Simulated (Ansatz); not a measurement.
# UBCCD(T)/def2-TZVPPD run of SO (sulfur oxide)

Aim: the electronic atomisation energy of SO (sulfur oxide) at UBCCD(T)/def2-TZVPPD, from 3 runs. 

The calculation is run with Ansatz 0.2.0.

36 further runs of the same task are left out: 4 that didn't finish, 32 set aside as unsound or not needed.

## 1. The structure to begin with

SO: 2 atoms, total charge 0, spin state triplet. SMILES: `O=S`. The bond length is the measured one.

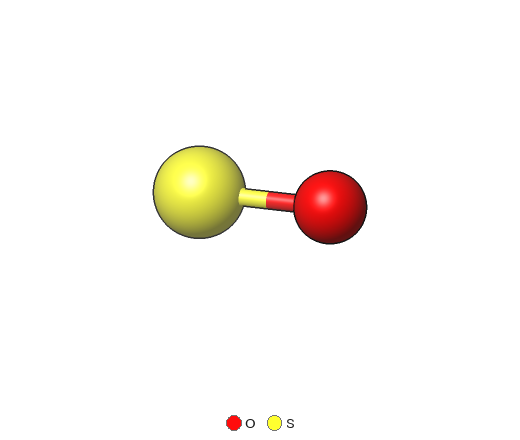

The structure, seen from a chosen angle (oxygen red, sulfur yellow).

## 2. A single-point energy at UBCCD(T)/def2-TZVPPD

in.yaml

```yaml
crystal:
  periodic: [false, false, false]
  atoms:
    - {symbol: O, position_ang: [0.000000, 0.000000, 0.000000]}
    - {symbol: S, position_ang: [0.000000, 0.000000, 1.481087]}
basis:
  gaussian:
    orbitals: def2-TZVPPD.json
magnetization:
  spin_polarized: true
  initial_magnetization: 2
correlation:
  method: bccd_t
  frozen_orbitals: {O: 1, S: 5}
accuracy: high
scf:
  omitted_lower_state_checks: [cluster_reference, increment]
```

The basis set def2-TZVPPD is read from a file made from the Basis Set Exchange's data (not shown).

On the command line:

```sh
$ ansatz run in.yaml --threads 1 --pin off --max-ram 3480MiB --events-out events.jsonl --progress --plain --runs-dir runs
```

Standard output:

```text
Warning: RAYON_NUM_THREADS=1 ignored (pool sized by the plan → 1); use --threads N
[... 12 lines left out ...]
6 core orbitals not correlated: weight in the atoms' cores, before any rotation towards them, 1.000 or more for the frozen orbitals, at most 0.000 for the correlated occupied ones
[... 27 lines left out ...]
Total energy: -12865.95170197 eV, -472.8150041922 hartree
Checks for a lower state left out: cluster_reference, increment
```

Wall time 17 s (1 thread of Arm Neoverse V1, shared host); peak memory 0.91 GiB.

## 3. The O atom at the same level

job.yaml

```yaml
crystal:
  periodic: [false, false, false]
  atoms:
    - {symbol: O, position_ang: [0.000000, 0.000000, 0.000000]}
basis:
  gaussian:
    orbitals: def2-TZVPPD.json
magnetization:
  spin_polarized: true
  initial_magnetization: 2
correlation:
  method: bccd_t
  frozen_orbitals: {O: 1}
accuracy: high
scf:
  omitted_lower_state_checks: [cluster_reference, increment]
```

The basis set def2-TZVPPD is read from a file made from the Basis Set Exchange's data (not shown).

Run the same way, it converges to -74.97828 Eh (log not shown).

## 4. The S atom

input.yaml

```yaml
crystal:
  periodic: [false, false, false]
  atoms:
    - {symbol: S, position_ang: [0.000000, 0.000000, 0.000000]}
basis:
  gaussian:
    orbitals: def2-TZVPPD.json
magnetization:
  spin_polarized: true
  initial_magnetization: 2
correlation:
  method: bccd_t
  frozen_orbitals: {S: 5}
accuracy: high
scf:
  omitted_lower_state_checks: [cluster_reference, increment]
```

The basis set def2-TZVPPD is read from a file made from the Basis Set Exchange's data (not shown).

On the command line:

```sh
$ ansatz run input.yaml --threads 1 --pin off --max-ram 3480MiB --events-out events.jsonl --progress --plain --runs-dir runs
```

Standard output:

```text
Warning: RAYON_NUM_THREADS=1 ignored (pool sized by the plan → 1); use --threads N
[... 13 lines left out ...]
5 core orbitals not correlated: weight in the atoms' cores, before any rotation towards them, 1.000 or more for the frozen orbitals, at most 0.000 for the correlated occupied ones
[... 20 lines left out ...]
Total energy: -10820.55030871 eV, -397.6478894128 hartree
Checks for a lower state left out: cluster_reference, increment
```

It took 1.9 s on 1 thread of Arm Neoverse V1, shared host; peak memory 0.18 GiB.

## 5. Results

Level: UBCCD(T)/def2-TZVPPD, 6 core orbitals frozen.

| quantity | value |
| --- | --- |
| molecule: total energy | -472.81500 Eh |
| molecule: correlation energy (6 core orbitals frozen) | -408.7 mEh |
| molecule: (T) correction | -20.48 mEh |
| molecule: ⟨S²⟩ of the reference determinant | 2.058 |
| O atom: total energy | -74.97828 Eh |
| O atom: correlation energy (1 core orbital frozen) | -162.3 mEh |
| O atom: (T) correction | -3.18 mEh |
| O atom: ⟨S²⟩ of the reference determinant | 2.009 |
| S atom: total energy | -397.64789 Eh |
| S atom: correlation energy (5 core orbitals frozen) | -145.5 mEh |
| S atom: (T) correction | -5.02 mEh |
| S atom: ⟨S²⟩ of the reference determinant | 2.013 |
| electronic atomisation energy | 5.138 eV |

Taking the molecule apart into free atoms costs 5.14 eV (118 kcal/mol), before zero-point energy and without spin-orbit coupling. The triples (molecule) make up 5.0 % of the correlation energy. The triples (O atom) make up 2.0 % of the correlation energy. The triples (S atom) make up 3.4 % of the correlation energy.
